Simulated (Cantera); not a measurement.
A closed system holds: 1 mol AlN, 3.1 mol H2, held at 0.100 bar.

These are equilibrium values from Cantera (NASA tables, ideal gas, pure condensed phases), not measurements of a reactor. Candidate condensed phases: Al, AlN; 13 gas species. Equilibrium is a limit: real reactors are often held back by kinetics, nucleation or transport.

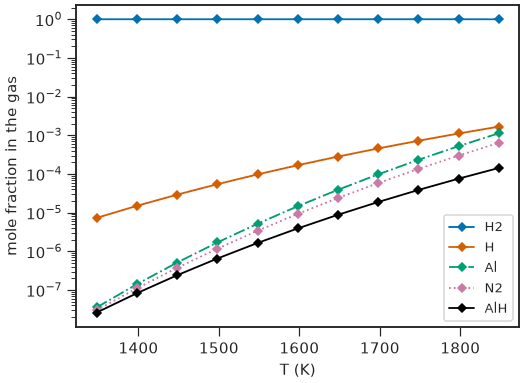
Figure: Equilibrium gas composition (values under 1e-9 drawn at 1e-9)

From 1348 K to 1848 K the condensed part is AlN(s). The main Al-bearing gas is Al throughout.
